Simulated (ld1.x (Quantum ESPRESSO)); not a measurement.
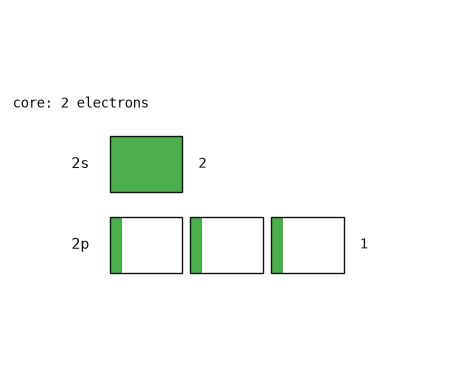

The valence shells of the reference configuration: a box for each of the 2l + 1 orbitals, shaded by the share of the shell that is filled, with the electron count at the right. The shells are those of the unaltered input.

Run report: B, pseudopotential generation

Boron (B, Z = 5), core [He], reference valence 2s2 2p1, valence charge 3. (This line and the method describe the unaltered input from which the odd one was made.) Computed at this level: TM potential, PBE, scalar-relativistic, made with ld1.x (Quantum ESPRESSO) 7.5.

## Input
```
 &input
   title='B', zed=5., rel=1, dft='PBE', iswitch=3,
   config='[He] 2s2 2p1 3d-2',
   nld=3, rlderiv=3.00, eminld=-3.0, emaxld=5.0, deld=0.02
 /
 &inputp
   pseudotype=2, tm=.true., lloc=2,
   nlcc=.true., rcore=0.70,
   file_pseudopw='B.UPF', file_wfcaegen='ae.wfc', file_wfcncgen='nc.wfc', file_beta='beta', file_chi='chi'
 /
3
2S  1  0   2.00   0.00  1.00  1.00  0.0
2P  2  1   1.00   0.00  2.75  2.75  0.0
3D  4  2  -2.00   0.30  2.35  2.35  0.0
 &test
   configts(1)='2s2 2p1'
 /
```

Run as:
```bash
ld1.x < B.in > B.out
```

## Log
```
     Program LD1 v.7.5
     --------------------------- All-electron run ----------------------------

     B
     scalar relativistic calculation

     atomic number is  5.00
     dft =PBE   lsd =0 sic =0 latt =0  beta=0.20 tr2=1.0E-14
     Exchange-correlation= PBE
                           (   1   4   3   4   0   0   0)
     mesh =1059 r(mesh) = 101.04461 a.u. xmin = -7.00 dx = 0.01250
     1 Ry =  13.60569312 eV, c = 137.03599908

     n l     nl                  e(Ry)          e(Ha)          e(eV)
     1 0     1S 1( 2.00)       -13.2731        -6.6366      -180.5900
     2 0     2S 1( 2.00)        -0.6941        -0.3470        -9.4431
     2 1     2P 1( 1.00)        -0.2651        -0.1326        -3.6070

     final scf error:  7.5E-15 reached in  32 iterations

     Etot =     -49.206684 Ry,     -24.603342 Ha,    -669.491037 eV

     Ekin =      49.037301 Ry,      24.518651 Ha,     667.186471 eV
     Encl =    -113.771076 Ry,     -56.885538 Ha,   -1547.934352 eV
     Eh   =      23.125741 Ry,      11.562870 Ha,     314.641731 eV
     Exc  =      -7.598649 Ry,      -3.799325 Ha,    -103.384887 eV

     normalization and overlap integrals

     s(1S/1S) =  1.000000  <r> =   0.3294  <r2> =    0.1474  r(max) =   0.2103
     s(2S/2S) =  1.000000  <r> =   1.9516  <r2> =    4.5978  r(max) =   1.5152
     s(2P/2P) =  1.000000  <r> =   2.3015  <r2> =    6.8902  r(max) =   1.5731

     ------------------------ End of All-electron run ------------------------

     --------------------- Generating NC pseudopotential ---------------------

      Generating local pot.: lloc=2, matching radius rcloc =   2.3500

      Computing core charge for nlcc:

       r > 0.71 : true rho core
       r < 0.71 : rho core = a sin(br)/r    a=   1.86  b=   3.75

      Integrated core pseudo-charge :   0.47

      Wfc   2S  rcut= 0.991  Using Troullier-Martins method

      Wfc   2P  rcut= 2.761  Using Troullier-Martins method

     ------------------- End of pseudopotential generation -------------------

     --------------------------- All-electron run ----------------------------

     B
     scalar relativistic calculation

     atomic number is  5.00
     dft =PBE   lsd =0 sic =0 latt =0  beta=0.20 tr2=1.0E-14
     Exchange-correlation= PBE
                           (   1   4   3   4   0   0   0)
     mesh =1059 r(mesh) = 101.04461 a.u. xmin = -7.00 dx = 0.01250
     1 Ry =  13.60569312 eV, c = 137.03599908

     n l     nl                  e(Ry)          e(Ha)          e(eV)
     1 0     1S 1( 2.00)       -13.2731        -6.6366      -180.5900
     2 0     2S 1( 2.00)        -0.6941        -0.3470        -9.4431
     2 1     2P 1( 1.00)        -0.2651        -0.1326        -3.6070

     final scf error:  7.5E-15 reached in  32 iterations

     Etot =     -49.206684 Ry,     -24.603342 Ha,    -669.491037 eV

     Ekin =      49.037301 Ry,      24.518651 Ha,     667.186471 eV
     Encl =    -113.771076 Ry,     -56.885538 Ha,   -1547.934352 eV
     Eh   =      23.125741 Ry,      11.562870 Ha,     314.641731 eV
     Exc  =      -7.598649 Ry,      -3.799325 Ha,    -103.384887 eV

     normalization and overlap integrals

     s(1S/1S) =  1.000000  <r> =   0.3294  <r2> =    0.1474  r(max) =   0.2103
     s(2S/2S) =  1.000000  <r> =   1.9516  <r2> =    4.5978  r(max) =   1.5152
     s(2P/2P) =  1.000000  <r> =   2.3015  <r2> =    6.8902  r(max) =   1.5731

     ------------------------ End of All-electron run ------------------------

     Computing logarithmic derivative in   2.99466
     Computing logarithmic derivative in   2.99466
     Computing the partial wave expansion
     R is outside the sphere for l=    0 j= 0.00
     R is outside the sphere for l=    1 j= 0.00
       no projector for channel:   2

     ---------------------- Testing the pseudopotential ----------------------

     B
     scalar relativistic calculation

     atomic number is  5.00   valence charge is  3.00
     dft =PBE   lsd =0 sic =0 latt =0  beta=0.20 tr2=1.0E-14
     mesh =1059 r(mesh) = 101.04461 xmin = -7.00 dx = 0.01250

     n l     nl             e AE (Ry)        e PS (Ry)    De AE-PS (Ry)
     1 0     2S   1( 2.00)       -0.69405       -0.69405       -0.00000
     2 1     2P   1( 1.00)       -0.26511       -0.26511        0.00000

     eps = 5.4E-17  iter =  4

     Etot =     -49.206684 Ry,     -24.603342 Ha,    -669.491037 eV
     Etotps =    -5.706129 Ry,      -2.853064 Ha,     -77.635839 eV

     Ekin =       2.406175 Ry,       1.203087 Ha,      32.737675 eV
     Encl =     -10.380489 Ry,      -5.190244 Ha,    -141.233745 eV
     Ehrt =       3.973446 Ry,       1.986723 Ha,      54.061491 eV
     Ecxc =      -2.192170 Ry,      -1.096085 Ha,     -29.825990 eV
     (Ecc =      -0.511538 Ry,      -0.255769 Ha,      -6.959831 eV)
     Epseu=       0.486909 Ry,       0.243454 Ha,       6.624729 eV

     ---------------------- End of pseudopotential test ----------------------
```

## Outcome

```tsv
quantity	value
outcome	generated
hardware	1 CPU thread, shared host
```

## What is odd here

This input holds a deliberate oddity: pseudo principal number of 3D raised by one. The program ran to the end. The all-electron atom is untouched: its total energy equals that from the unaltered input (−49.2067 Ry). The pseudo-atom's energy and levels in the reference configuration are also those from the unaltered input, so the oddity leaves no trace there. The pseudo-atom meets the occupied all-electron levels that the test lists within 0.00001 Ry. No test for ghost states or cutoffs was run on this potential, so its soundness isn't shown.
